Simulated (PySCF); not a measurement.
GeBr (doublet)

```xyz
2

Ge    0.0000    0.0000   -1.2119
Br    0.0000    0.0000    1.1351
```

Computed with PBE0/cc-pVDZ(-PP), non-relativistic Hamiltonian with scalar-relativistic core potentials where named, at a bond length of 2.347 Å in PySCF 2.14.0.

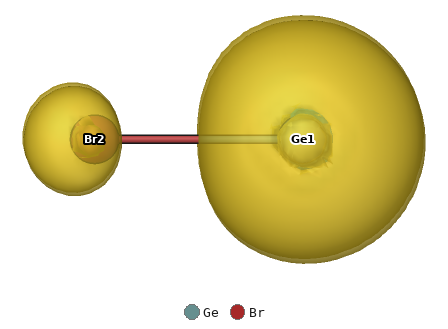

Figure 1. Isosurfaces of the spin density (α minus β) at +0.015 (yellow) and −0.015 e/Å³ (cyan), seen from one side.

**Where is the unpaired spin?**

The unpaired spin (1 electron) lies mostly on Ge1 (about 0.9) and Br2 (about 0.1), in electrons by Hirshfeld's partition.

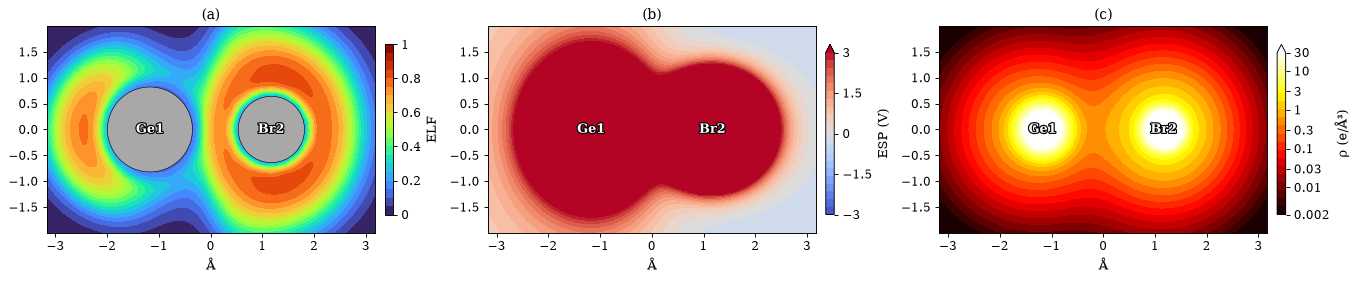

Figure 2. (a) electron localisation function; (b) electrostatic potential; (c) electron density on a plane that holds the molecular axis. Grey discs cover the atomic cores in the ELF map.

**What do the fields say about this system?**

The plane passes through Ge and Br nuclei. Ge–Br (2.35 Å): ρ at the midpoint is about 0.6 e/Å³, with its minimum of 0.54 e/Å³ about 1.0 Å from Ge; the ELF peaks at about 0.75 in the valence shell of Br, 1.0 Å from its nucleus, and is about 0.65 at the midpoint. The ELF also peaks beside Br2, away from the bonds: non-bonding electrons, paired or unpaired. Outside the dense part of the molecule the potential is most negative (−0.3 V) near Br2.

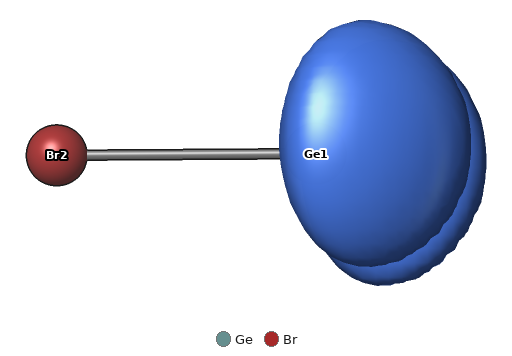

Figure 3. Isosurface of the electron localisation function at 0.9 (blue), seen from one side. Only the valence region is drawn (cores and ρ < 0.01 e/Å³ removed).

**Identify the bonds, lone pairs and shells in this picture.**

The surface consists of two lobes on Ge, pointing away from the bonds (non-bonding electrons).
